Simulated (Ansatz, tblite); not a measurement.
# Sn2H6: spin-state energies by level

Is the singlet the ground state of Sn2H6? Other spin states are computed and compared level by level.

Computed with Ansatz 0.2.0, Gaussian basis. Level: as each input shows.

The runs, in order: triplet, at the geometry of the singlet (GFN1-xTB, GFN2-xTB, PBE0-D4/def2-TZVP, PBE-D4/def2-TZVP, r2SCAN-D4/def2-TZVP); the singlet's energies come from earlier runs.

2 further runs of the same task are left out: 2 set aside as unsound or not needed.

## 1. The geometry

The geometry is that of the singlet, from an earlier relaxation (PBE0-D4/def2-TZVP).

8 atoms, charge 0, spin multiplicity 1.

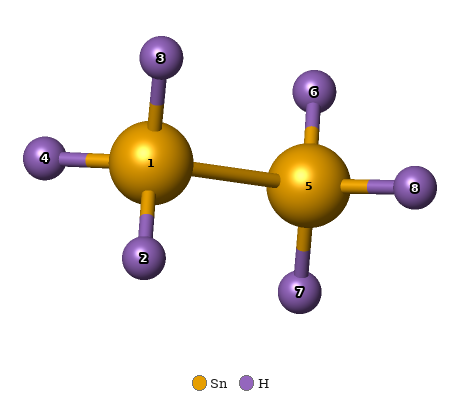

The structure; tin amber, hydrogen purple; atoms are numbered from 1 in the order of the file.

As a file:

```csv
atom,x (Å),y (Å),z (Å)
Sn1,-0.8622,0.8055,-0.7195
H2,-2.3623,0.9505,0.0823
H3,-0.2062,2.3697,-0.9123
H4,-1.1464,0.1506,-2.2702
Sn5,0.8622,-0.8055,0.7195
H6,2.3500,-0.9789,-0.0994
H7,0.1910,-2.3593,0.9425
H8,1.1740,-0.1326,2.2571
```

Sn takes a core potential in the def2 sets. No spin-orbit coupling is included.

## 2. Triplet at the fixed geometry, GFN1-xTB

Tight binding, by tblite at 300 K electronic temperature and without a spin-polarisation term:

```python
tblite.interface.Calculator('GFN1-xTB', numbers, positions, charge=0, uhf=2).singlepoint()
```

Energy -217.7812 eV; 0.003 s.

## 3. Triplet at the fixed geometry, GFN2-xTB

Tight binding, by tblite at 300 K electronic temperature and without a spin-polarisation term:

```python
tblite.interface.Calculator('GFN2-xTB', numbers, positions, charge=0, uhf=2).singlepoint()
```

Energy -191.9351 eV; 0.003 s.

## 4. Triplet at the fixed geometry, PBE0-D4/def2-TZVP

Input file in.yaml:

```yaml
crystal:
  periodic: [false, false, false]
  atoms:
    - {symbol: Sn, position_ang: [-0.862169, 0.805472, -0.719507]}
    - {symbol: H, position_ang: [-2.362339, 0.950455, 0.082273]}
    - {symbol: H, position_ang: [-0.206209, 2.369741, -0.912294]}
    - {symbol: H, position_ang: [-1.146439, 0.150639, -2.270236]}
    - {symbol: Sn, position_ang: [0.862152, -0.805515, 0.719488]}
    - {symbol: H, position_ang: [2.350027, -0.978865, -0.099389]}
    - {symbol: H, position_ang: [0.191014, -2.359287, 0.942529]}
    - {symbol: H, position_ang: [1.173973, -0.132640, 2.257145]}
basis:
  gaussian: {orbitals: def2-TZVP}
magnetization: {spin_polarized: true, initial_magnetization: 2}
hamiltonian: {xc: pbe0, dispersion: d4}
scf: {omitted_lower_state_checks: [starts]}
output: {orbitals: {seedname: orbitals}}
```

Run with:

```console
$ ansatz run in.yaml --threads 4 --pin off --events-out ev --progress --plain --max-ram 3916MiB
```

Output:

```text
Functional definition: PBE0
  name "PBE0"
  cite "Adamo & Barone, J. Chem. Phys. 110, 6158 (1999) doi:10.1063/1.478522"
  cite "Perdew, Burke & Ernzerhof, Phys. Rev. Lett. 77, 3865 (1996) doi:10.1103/PhysRevLett.77.3865"
  parent pbe
  parameter a = 0.25
  parameter kappa = 0.804
  parameter beta = 0.06672455060314922
  exchange = (1 - a)*pbe_x(kappa = kappa, mu = beta*pi^2/3) + a*exact_x
  correlation = pbe_c(beta = beta)
these checks for a lower state are left out or cut short: starts
1186 factors; their error is unknown
mean field evaluation 1: about -11753.9854 eV, gradient 1.0e1 eV
mean field evaluation 2: about -11754.3162 eV, gradient 9.2e0 eV
mean field evaluation 4: about -11754.6733 eV, gradient 3.2e-1 eV
mean field evaluation 8: about -11754.8327 eV, gradient 1.9e-1 eV
mean field evaluation 16: about -11754.8329 eV, gradient 7.4e-5 eV
mean field -11754.83287569 eV, -431.9821404697 hartree, gradient 1.4e-5 eV, S^2 2.003243; 0 other end points of the search recorded, 0 dependent functions left out
reference -11754.83292701 eV, -431.9821423558 hartree; 26, 24 occupied and 110, 112 virtual orbitals, 1186 factors
Total energy: -11754.95934942 eV, -431.9867882935 hartree
Checks for a lower state left out: starts
```

It took 2.8 s on 4 threads of Arm Neoverse V1, shared host.

HOMO -2.68 eV, LUMO -6.06 eV (over both spins; with the spin held, an empty level of the minority spin lies below the top filled one); ⟨S²⟩ 2.003 (pure: 2.00).

## 5. Triplet at the fixed geometry, PBE-D4/def2-TZVP

start.molden holds the orbitals of an earlier run on this state, given as this run's starting guess.

in.yaml: that of step 4 with these lines changed.

```diff
@@ -12,5 +12,5 @@
 basis:
-  gaussian: {orbitals: def2-TZVP}
+  gaussian: {orbitals: def2-TZVP, initial_orbitals: start.molden}
 magnetization: {spin_polarized: true, initial_magnetization: 2}
-hamiltonian: {xc: pbe0, dispersion: d4}
+hamiltonian: {xc: pbe, dispersion: d4}
 scf: {omitted_lower_state_checks: [starts]}
```

Launched as before.

Output:

```text
Functional definition: PBE
  name "PBE"
  cite "Perdew, Burke & Ernzerhof, Phys. Rev. Lett. 77, 3865 (1996) doi:10.1103/PhysRevLett.77.3865"
  parent pbe
  parameter kappa = 0.804
  parameter beta = 0.06672455060314922
  exchange = pbe_x(kappa = kappa, mu = beta*pi^2/3)
  correlation = pbe_c(beta = beta)
these checks for a lower state are left out or cut short: starts
1040 factors; their error is unknown
mean field evaluation 1: about -11754.2128 eV, gradient 4.2e0 eV
mean field evaluation 2: about -11754.3025 eV, gradient 1.2e-1 eV
mean field evaluation 4: about -11754.2929 eV, gradient 1.8e-3 eV
mean field -11754.29285749 eV, -431.9622951668 hartree, gradient 2.1e-5 eV, S^2 2.002250; 0 other end points of the search recorded, 0 dependent functions left out
reference -11754.29292478 eV, -431.9622976398 hartree; 26, 24 occupied and 110, 112 virtual orbitals, 1040 factors
Total energy: -11754.44002799 eV, -431.9677035830 hartree
Checks for a lower state left out: starts
```

It took 1.8 s on 4 threads of Arm Neoverse V1, shared host.

Report: HOMO -2.15 eV, LUMO -6.82 eV (over both spins; with the spin held, an empty level of the minority spin lies below the top filled one); ⟨S²⟩ 2.002 (pure: 2.00).

## 6. Triplet at the fixed geometry, r2SCAN-D4/def2-TZVP

in.yaml: that of step 5 with these lines changed.

```diff
@@ -14,3 +14,3 @@
 magnetization: {spin_polarized: true, initial_magnetization: 2}
-hamiltonian: {xc: pbe, dispersion: d4}
+hamiltonian: {xc: r2scan, dispersion: d4}
 scf: {omitted_lower_state_checks: [starts]}
```

Launched as before.

Output:

```text
Functional definition: r2SCAN
  name "r2SCAN"
  cite "Furness, Kaplan, Ning, Perdew & Sun, J. Phys. Chem. Lett. 11, 8208 (2020) doi:10.1021/acs.jpclett.0c02405"
  cite "Furness, Kaplan, Ning, Perdew & Sun, J. Phys. Chem. Lett. 11, 9248 (2020) doi:10.1021/acs.jpclett.0c03077"
  parent r2scan
  parameter k0 = 0.174
  parameter k1 = 0.065
  parameter a1 = 4.9479
  exchange = r2scan_x(k0 = k0, k1 = k1, a1 = a1)
  correlation = r2scan_c
these checks for a lower state are left out or cut short: starts
1040 factors; their error is unknown
mean field evaluation 1: about -11759.0083 eV, gradient 3.8e0 eV
mean field evaluation 2: about -11759.0521 eV, gradient 4.6e-2 eV
mean field evaluation 4: about -11759.0455 eV, gradient 3.0e-4 eV
mean field -11759.04554526 eV, -432.1369532209 hartree, gradient 1.9e-5 eV, S^2 2.004934; 0 other end points of the search recorded, 0 dependent functions left out
reference -11759.04557318 eV, -432.1369542470 hartree; 26, 24 occupied and 110, 112 virtual orbitals, 1040 factors
Total energy: -11759.07918853 eV, -432.1381895882 hartree
Checks for a lower state left out: starts
```

Run time: 4.1 s. Hardware: 4 threads of Arm Neoverse V1, shared host.

Report: HOMO -2.22 eV, LUMO -6.66 eV (over both spins; with the spin held, an empty level of the minority spin lies below the top filled one); ⟨S²⟩ 2.005 (pure: 2.00).

## 7. Triplet less singlet, vertical

The singlet's energies are those of its earlier runs, whose logs aren't repeated here.

```csv
level,"triplet less singlet, vertical (kcal/mol)",time
GFN1-xTB,+132.2,0.007 s
GFN2-xTB,+110.2,0.005 s
PBE-D4/def2-TZVP,+116.4,2.6 s
r2SCAN-D4/def2-TZVP,+120.8,6 s
PBE0-D4/def2-TZVP,+123.0,4.6 s
```

Times add the two runs; a level without a time comes out of a correlated run. Tight binding without a spin term can't rank spin states.

## 8. What came out

```
                                                quantity                                         value
triplet less singlet, vertical, functionals in def2-TZVP  +116.4 (PBE-D4) to +123.0 kcal/mol (PBE0-D4)
```

All functionals put the triplet above the singlet, over a spread of 6.5 kcal/mol. The checks for a lower triplet were left out, so another state of that spin may lie lower. These are electronic energies, without zero-point motion, entropy or surroundings.
